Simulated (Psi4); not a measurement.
**Energy and gradient calculation of AlH₃ (charge −1)**

- system: AlH₃, charge −1, multiplicity 2, SMILES [AlH3-]
- method: PBE/aug-cc-pVTZ, UKS (Psi4 1.11)

The geometry comes from this level: GFN2-xTB.

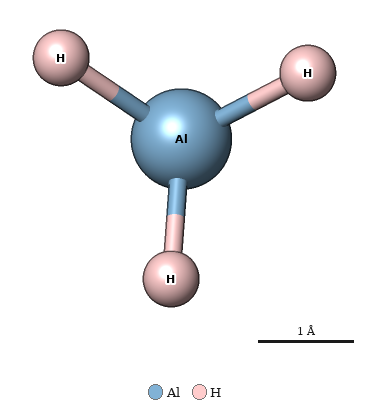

The structure (ball-and-stick view, seen on its broad side). Sticks mark near contacts. Bond lengths as drawn: Al–H 1.68 to 1.69 Å.

The input (input.json)
```
{
  "schema_name": "qcschema_input",
  "schema_version": 1,
  "molecule": {
    "schema_name": "qcschema_molecule",
    "schema_version": 2,
    "symbols": ["Al", "H", "H", "H"],
    "geometry": [-0.30435929, 0.86048679, -0.58063725, 0.89179955, 1.42498578, 2.31385626, -2.55133814, -1.29230811, 0.09543117, 1.96389788, -0.99316446, -1.82866907],
    "molecular_charge": -1,
    "molecular_multiplicity": 2,
    "fix_symmetry": "c1",
    "fix_com": true,
    "fix_orientation": true
  },
  "driver": "gradient",
  "model": {
    "method": "pbe",
    "basis": "aug-cc-pVTZ"
  },
  "keywords": {
    "reference": "uks",
    "puream": true,
    "e_convergence": 1e-09,
    "d_convergence": 1e-08,
    "scf_type": "pk",
    "dft_radial_points": 99,
    "dft_spherical_points": 590,
    "maxiter": 200,
    "scf_properties": ["MAYER_INDICES", "QUADRUPOLE", "DIPOLE"]
  }
}
```

Hardware: 1 thread of Intel Xeon (Granite Rapids), 64 GiB of memory available, shared host.

Launch command:
```bash
psi4 --qcschema input.json -n 1 --memory 1600MB
```

Output
```
Psi4 1.11 release

gradient() will perform analytic gradient computation.

   => Loading Basis Set <=

    Name: AUG-CC-PVTZ
    Role: ORBITAL
    Keyword: BASIS

         ---------------------------------------------------------
                                   SCF
                              UKS Reference
                        1 Threads,   1525 MiB Core
         ---------------------------------------------------------

  ==> Geometry <==

    Molecular point group: c1
    Full point group: C1

    Geometry (in Bohr), charge = -1, multiplicity = 2:

       Center              X                  Y                   Z               Mass
    ------------   -----------------  -----------------  -----------------  -----------------
         AL          -0.304359290000     0.860486790000    -0.580637250000    26.981538530000
         H            0.891799550000     1.424985780000     2.313856260000     1.007825032230
         H           -2.551338140000    -1.292308110000     0.095431170000     1.007825032230
         H            1.963897880000    -0.993164460000    -1.828669070000     1.007825032230

  Running in c1 symmetry.

  Rotational constants: A =      2.47179  B =      1.36391  C =      1.36348 [cm^-1]
  Rotational constants: A =  74102.54377  B =  40888.86269  C =  40876.20537 [MHz]
  Nuclear repulsion =   12.860409121465585

  Charge       = -1
  Multiplicity = 2
  Electrons    = 17
  Nalpha       = 9
  Nbeta        = 8

  ==> Algorithm <==

  SCF Algorithm Type is PK.
  DIIS enabled.
  MOM disabled.
  Fractional occupation disabled.
  Guess Type is SAD.
  Energy threshold   = 1.00e-09
  Density threshold  = 1.00e-08
  Integral threshold = 1.00e-12

  ==> Primary Basis <==

  Basis Set: AUG-CC-PVTZ
    Blend: AUG-CC-PVTZ
    Number of shells: 43
    Number of basis functions: 119
    Number of Cartesian functions: 134
    Spherical Harmonics?: true
    Max angular momentum: 3

  ==> DFT Potential <==

   => LibXC <=

    Version 7.1.2

   => Composite Functional: PBE <=

    PBE GGA Exchange-Correlation Functional

    Deriv               =              1
    GGA                 =           TRUE
    Meta                =          FALSE

    Exchange Hybrid     =          FALSE
    MP2 Hybrid          =          FALSE

   => Exchange Functionals <=

    1.0000     XC_GGA_X_PBE

   => Correlation Functionals <=

    1.0000     XC_GGA_C_PBE

   => LibXC Density Thresholds  <==

    XC_GGA_C_PBE:  1.00E-12
    XC_GGA_X_PBE:  1.00E-15

   => Molecular Quadrature <=

    Radial Scheme          =       TREUTLER
    Pruning Scheme         =           NONE
    Nuclear Scheme         =       TREUTLER

    Blocking Scheme        =         OCTREE
    BS radius alpha        =              1
    Pruning alpha          =              1
    Radial Points          =             99
    Spherical Points       =            590
    Total Points           =         228073
    Total Blocks           =           1683
    Max Points             =            256
    Max Functions          =            119
    Weights Tolerance      =       1.00E-15

  ==> Integral Setup <==

  Using in-core PK algorithm.
   Calculation information:
      Number of atoms:                   4
      Number of AO shells:              43
      Number of primitives:             97
      Number of atomic orbitals:       134
      Number of basis functions:       119

      Integral cutoff                 1.00e-12
      Number of threads:                 1

  Performing in-core PK
  Using 50986740 doubles for integral storage.
  We computed 447857 shell quartets total.
  Whereas there are 447931 unique shell quartets.

  ==> DiskJK: Disk-Based J/K Matrices <==

    J tasked:                  Yes
    K tasked:                   No
    wK tasked:                  No
    Memory [MiB]:             1029
    Schwarz Cutoff:          1E-12

  Cached 14.3% of DFT collocation blocks in 0.109 [GiB].

  Minimum eigenvalue in the overlap matrix is 6.8518933778E-04.
  Reciprocal condition number of the overlap matrix is 9.0667648146E-05.
    Using symmetric orthogonalization.

  ==> Pre-Iterations <==

  SCF Guess: Superposition of Atomic Densities via on-the-fly atomic UHF (no occupation information).

   -------------------------
    Irrep   Nso     Nmo
   -------------------------
     A        119     119
   -------------------------
    Total     119     119
   -------------------------

  ==> Iterations <==

                        Total Energy        Delta E     RMS |[F,P]|

   @UKS iter SAD:  -243.62084934919341   -2.43621e+02   0.00000e+00
   @UKS iter   1:  -243.91794504523929   -2.97096e-01   3.21299e-03 DIIS/ADIIS
   @UKS iter   2:  -243.81950481566111    9.84402e-02   3.72282e-03 DIIS/ADIIS
   @UKS iter   3:  -244.05948649176003   -2.39982e-01   3.42177e-04 DIIS/ADIIS
   @UKS iter   4:  -244.06238594870950   -2.89946e-03   1.33454e-04 DIIS/ADIIS
   @UKS iter   5:  -244.06266907527765   -2.83127e-04   4.91008e-05 DIIS
   @UKS iter   6:  -244.06270775409618   -3.86788e-05   8.80170e-06 DIIS
   @UKS iter   7:  -244.06270860482931   -8.50733e-07   1.20523e-06 DIIS
   @UKS iter   8:  -244.06270863784724   -3.30179e-08   2.59261e-07 DIIS
   @UKS iter   9:  -244.06270863968706   -1.83982e-09   9.58981e-08 DIIS
   @UKS iter  10:  -244.06270863991620   -2.29136e-10   1.38185e-08 DIIS
   @UKS iter  11:  -244.06270863992054   -4.34852e-12   2.29754e-09 DIIS
  Energy and wave function converged.

  ==> Post-Iterations <==

   Electrons on quadrature grid:
      Nalpha   =    8.9998413951 ; deviation = -1.586e-04
      Nbeta    =    7.9999997730 ; deviation = -2.270e-07
      Ntotal   =   16.9998411681 ; deviation = -1.588e-04

   @Spin Contamination Metric:   2.203100889E-03
   @S^2 Expected:                7.500000000E-01
   @S^2 Observed:                7.522031009E-01
   @S   Expected:                5.000000000E-01
   @S   Observed:                5.000000000E-01

    Orbital Energies [Eh]
    ---------------------

    Alpha Occupied:

       1A    -55.173394     2A     -3.709250     3A     -2.313842
       4A     -2.310561     5A     -2.310559     6A     -0.160158
       7A     -0.044142     8A     -0.044118     9A      0.034042

    Alpha Virtual:

      10A      0.093124    11A      0.094942    12A      0.094944
      13A      0.113493    14A      0.153365    15A      0.153375
      16A      0.162647    17A      0.162649    18A      0.163196
      19A      0.172915    20A      0.172919    21A      0.184631
      22A      0.257909    23A      0.257923    24A      0.265275
      25A      0.295721    26A      0.318627    27A      0.318646
      28A      0.326092    29A      0.326093    30A      0.334847
      31A      0.385648    32A      0.385859    33A      0.385871
      34A      0.395809    35A      0.395820    36A      0.406221
      37A      0.418770    38A      0.485908    39A      0.485921
      40A      0.497206    41A      0.497213    42A      0.501786
      43A      0.523623    44A      0.534681    45A      0.534698
      46A      0.536557    47A      0.570724    48A      0.674319
      49A      0.674395    50A      0.721643    51A      0.760214
      52A      0.760261    53A      0.913323    54A      0.921215
      55A      0.921255    56A      0.938119    57A      0.938158
      58A      0.942446    59A      0.955059    60A      0.955079
      61A      0.956063    62A      1.011335    63A      1.011383
      64A      1.040476    65A      1.040603    66A      1.066840
      67A      1.066846    68A      1.088538    69A      1.091294
      70A      1.167877    71A      1.176115    72A      1.176142
      73A      1.226322    74A      1.226324    75A      1.273162
      76A      1.273287    77A      1.290403    78A      1.293499
      79A      1.301894    80A      1.473373    81A      1.503051
      82A      1.516087    83A      1.516154    84A      1.628382
      85A      1.704682    86A      1.704917    87A      1.890725
      88A      1.891124    89A      2.388132    90A      2.638576
      91A      2.638586    92A      2.844633    93A      3.053619
      94A      3.053654    95A      3.608199    96A      3.819306
      97A      3.819308    98A      3.857313    99A      3.857334
     100A      3.869546   101A      3.880393   102A      3.901087
     103A      3.901164   104A      3.922001   105A      3.949095
     106A      3.973224   107A      3.973380   108A      3.980634
     109A      4.119057   110A      4.130111   111A      4.130293
     112A      4.180937   113A      4.181145   114A      4.183732
     115A      4.298231   116A      4.298448   117A      4.631012
     118A      4.631279   119A      5.126115

    Beta Occupied:

       1A    -55.171929     2A     -3.706961     3A     -2.309276
       4A     -2.308959     5A     -2.308957     6A     -0.150014
       7A     -0.039553     8A     -0.039530

    Beta Virtual:

       9A      0.082927    10A      0.104711    11A      0.104712
      12A      0.115289    13A      0.122976    14A      0.159730
      15A      0.159737    16A      0.177500    17A      0.177503
      18A      0.185041    19A      0.185046    20A      0.189187
      21A      0.201537    22A      0.274896    23A      0.275114
      24A      0.275134    25A      0.307265    26A      0.328110
      27A      0.328120    28A      0.335349    29A      0.335364
      30A      0.362181    31A      0.386526    32A      0.407380
      33A      0.407396    34A      0.412903    35A      0.412911
      36A      0.417831    37A      0.446639    38A      0.496916
      39A      0.496921    40A      0.510680    41A      0.515818
      42A      0.515835    43A      0.543090    44A      0.544503
      45A      0.544507    46A      0.554682    47A      0.589843
      48A      0.680450    49A      0.680517    50A      0.728702
      51A      0.772287    52A      0.772348    53A      0.916112
      54A      0.944238    55A      0.944279    56A      0.955919
      57A      0.955940    58A      0.960425    59A      0.974857
      60A      0.974891    61A      0.979387    62A      1.019841
      63A      1.019875    64A      1.047310    65A      1.047436
      66A      1.077354    67A      1.077364    68A      1.097318
      69A      1.100630    70A      1.180432    71A      1.186683
      72A      1.186715    73A      1.249407    74A      1.249407
      75A      1.278399    76A      1.278516    77A      1.295930
      78A      1.312556    79A      1.322989    80A      1.484178
      81A      1.519965    82A      1.539023    83A      1.539096
      84A      1.638769    85A      1.712324    86A      1.712551
      87A      1.898596    88A      1.899003    89A      2.409501
      90A      2.645503    91A      2.645509    92A      2.849500
      93A      3.060495    94A      3.060530    95A      3.616675
      96A      3.823878    97A      3.823880    98A      3.861863
      99A      3.861886   100A      3.873715   101A      3.884006
     102A      3.904980   103A      3.905054   104A      3.927550
     105A      3.953166   106A      3.978135   107A      3.978291
     108A      3.984676   109A      4.124406   110A      4.135769
     111A      4.135954   112A      4.185867   113A      4.186073
     114A      4.190552   115A      4.303131   116A      4.303348
     117A      4.637226   118A      4.637495   119A      5.133346

    Final Occupation by Irrep:
              A
    DOCC [     8 ]
    SOCC [     1 ]
    NA   [     9 ]
    NB   [     8 ]

  @UKS Final Energy:  -244.06270863992054

   => Energetics <=

    Nuclear Repulsion Energy =             12.8604091214655849
    One-Electron Energy =                -367.8076519905825421
    Two-Electron Energy =                 130.5692452214995569
    DFT Exchange-Correlation Energy =     -19.6847109923031311
    Empirical Dispersion Energy =           0.0000000000000000
    VV10 Nonlocal Energy =                  0.0000000000000000
    Total Energy =                       -244.0627086399205439

  UHF NO Occupations:
  HONO-2 :    7  A 1.9997124
  HONO-1 :    8  A 1.9994744
  HONO-0 :    9  A 1.0000000
  LUNO+0 :   10  A 0.0005256
  LUNO+1 :   11  A 0.0002876
  LUNO+2 :   12  A 0.0002876
  LUNO+3 :   13  A 0.0000005

Computation Completed

Properties will be evaluated at   0.000000,   0.000000,   0.000000 [a0]

Properties computed using the SCF density matrix

 Multipole Moments:

 ------------------------------------------------------------------------------------
     Multipole            Electronic (a.u.)      Nuclear  (a.u.)        Total (a.u.)
 ------------------------------------------------------------------------------------

 L = 1.  Multiply by 2.5417464519 to convert [e a0] to [Debye]
 Dipole X            :          3.8310869           -3.6523115            0.1787754
 Dipole Y            :        -10.8295262           10.3258415           -0.5036847
 Dipole Z            :          7.3086330           -6.9676659            0.3409671
 Magnitude           :                                                    0.6339696

 L = 2.  Multiply by 1.3450342976 to convert [e a0^2] to [Debye ang]
 Quadrupole XX       :        -32.7675294           12.3657771          -20.4017523
 Quadrupole XY       :          1.0972114           -0.7872199            0.3099915
 Quadrupole XZ       :         -0.7336390            0.5260899           -0.2075491
 Quadrupole YY       :        -35.4786806           14.3127081          -21.1659725
 Quadrupole YZ       :          2.0977783           -1.5051440            0.5926343
 Quadrupole ZZ       :        -33.7770487           13.0898835          -20.6871652
 Traceless XX        :          1.2402235           -0.8903458            0.3498777
 Traceless YY        :         -1.4709277            1.0565852           -0.4143425
 Traceless ZZ        :          0.2307042           -0.1662394            0.0644648

 ------------------------------------------------------------------------------------

  Mayer Bond Indices:

  Total Bond Index:
  Irrep: 1 Size: 4 x 4

                 1                   2                   3                   4

    1     0.00000000000000     0.97767455640773     0.97742578485949     0.97746185563001
    2     0.97767455640773     0.00000000000000     0.02809246853984     0.02809013794912
    3     0.97742578485949     0.02809246853984     0.00000000000000     0.02811262276094
    4     0.97746185563001     0.02809013794912     0.02811262276094     0.00000000000000

  Alpha Contribution:
  Irrep: 1 Size: 4 x 4

                 1                   2                   3                   4

    1     0.00000000000000     0.49814721345086     0.49798572593460     0.49800925664529
    2     0.49814721345086     0.00000000000000     0.01405669078759     0.01405622921041
    3     0.49798572593460     0.01405669078759     0.00000000000000     0.01406296959039
    4     0.49800925664529     0.01405622921041     0.01406296959039     0.00000000000000

  Beta Contribution:
  Irrep: 1 Size: 4 x 4

                 1                   2                   3                   4

    1     0.00000000000000     0.47952734295687     0.47944005892489     0.47945259898472
    2     0.47952734295687     0.00000000000000     0.01403577775226     0.01403390873871
    3     0.47944005892489     0.01403577775226     0.00000000000000     0.01404965317055
    4     0.47945259898472     0.01403390873871     0.01404965317055     0.00000000000000

  Atomic Valences:

 #  #
 Irrep: 1
      1:    2.932562196897226
      2:    1.033857162896696
      3:    1.033630876160277
      4:    1.033664616340075

	total time  =         16 seconds =       0.27 minutes

         ------------------------------------------------------------
                                   SCF GRAD
         ------------------------------------------------------------

  ==> Geometry <==

    Molecular point group: c1
    Full point group: C1

    Geometry (in Bohr), charge = -1, multiplicity = 2:

       Center              X                  Y                   Z               Mass
    ------------   -----------------  -----------------  -----------------  -----------------
         AL          -0.304359290000     0.860486790000    -0.580637250000    26.981538530000
         H            0.891799550000     1.424985780000     2.313856260000     1.007825032230
         H           -2.551338140000    -1.292308110000     0.095431170000     1.007825032230
         H            1.963897880000    -0.993164460000    -1.828669070000     1.007825032230

  Nuclear repulsion =   12.860409121465585

  ==> Basis Set <==

  Basis Set: AUG-CC-PVTZ
    Blend: AUG-CC-PVTZ
    Number of shells: 43
    Number of basis functions: 119
    Number of Cartesian functions: 134
    Spherical Harmonics?: true
    Max angular momentum: 3

  ==> DirectJKGrad: Integral-Direct SCF Gradients <==

    Gradient:                    1
    J tasked:                  Yes
    K tasked:                   No
    wK tasked:                  No
    Integrals threads:           1
    Schwarz Cutoff:          1E-12

  ==> DFT Potential <==

   => LibXC <=

    Version 7.1.2

   => Composite Functional: PBE <=

    PBE GGA Exchange-Correlation Functional

    Deriv               =              1
    GGA                 =           TRUE
    Meta                =          FALSE

    Exchange Hybrid     =          FALSE
    MP2 Hybrid          =          FALSE

   => Exchange Functionals <=

    1.0000     XC_GGA_X_PBE

   => Correlation Functionals <=

    1.0000     XC_GGA_C_PBE

   => LibXC Density Thresholds  <==

    XC_GGA_C_PBE:  1.00E-12
    XC_GGA_X_PBE:  1.00E-15

   => Molecular Quadrature <=

    Radial Scheme          =       TREUTLER
    Pruning Scheme         =           NONE
    Nuclear Scheme         =       TREUTLER

    Blocking Scheme        =         OCTREE
    BS radius alpha        =              1
    Pruning alpha          =              1
    Radial Points          =             99
    Spherical Points       =            590
    Total Points           =         228073
    Total Blocks           =           1683
    Max Points             =            256
    Max Functions          =            119
    Weights Tolerance      =       1.00E-15

  -Total Gradient:
     Atom            X                  Y                   Z
    ------   -----------------  -----------------  -----------------
       1       -0.007470590793     0.021331370994    -0.014261647229
       2        0.002307311408    -0.007463495022     0.004251422747
       3        0.003003135237    -0.006913832915     0.004823903084
       4        0.002160212867    -0.006953963850     0.005186608595

	total time  =          9 seconds =       0.15 minutes

    Psi4 run time: 0:00:25.13
```

File result.json
```
{
 "driver": "gradient",
 "model": {
  "method": "pbe",
  "basis": "aug-cc-pVTZ"
 },
 "success": true,
 "return_result": [-0.007470590793475257, 0.02133137099385679, -0.014261647228648103, 0.002307311408323909, -0.007463495022363594, 0.004251422747464623, 0.0030031352373310755, -0.006913832915089249, 0.00482390308391727, 0.00216021286730092, -0.006953963849873623, 0.005186608594872487],
 "properties": {
  "calcinfo_nbasis": 119,
  "calcinfo_nmo": 119,
  "calcinfo_nalpha": 9,
  "calcinfo_nbeta": 8,
  "calcinfo_natom": 4,
  "nuclear_repulsion_energy": 12.860409121465585,
  "return_energy": -244.06270863992054,
  "return_gradient": [-0.007470590793475257, 0.02133137099385679, -0.014261647228648103, 0.002307311408323909, -0.007463495022363594, 0.004251422747464623, 0.0030031352373310755, -0.006913832915089249, 0.00482390308391727, 0.00216021286730092, -0.006953963849873623, 0.005186608594872487],
  "scf_one_electron_energy": -367.80765199058254,
  "scf_two_electron_energy": 130.56924522149956,
  "scf_xc_energy": -19.68471099230313,
  "scf_dipole_moment": [0.17877540825517801, -0.5036846710034073, 0.34096711263055646],
  "scf_total_energy": -244.06270863992054,
  "scf_total_gradient": [-0.007470590793475257, 0.02133137099385679, -0.014261647228648103, 0.002307311408323909, -0.007463495022363594, 0.004251422747464623, 0.0030031352373310755, -0.006913832915089249, 0.00482390308391727, 0.00216021286730092, -0.006953963849873623, 0.005186608594872487],
  "scf_iterations": 11
 }
}
```

Summary

```json
{"quantity": "outcome", "value": "converged"}
{"quantity": "total energy", "value": "−244.062709 hartree"}
{"quantity": "basis functions", "value": "119"}
{"quantity": "largest force", "value": "1.374 eV/Å"}
{"quantity": "⟨S²⟩", "value": "0.752"}
{"quantity": "wall time", "value": "26 s"}
{"quantity": "peak memory", "value": "0.9 GiB"}
```

The record of the run, not the program, notes: unbound anion.
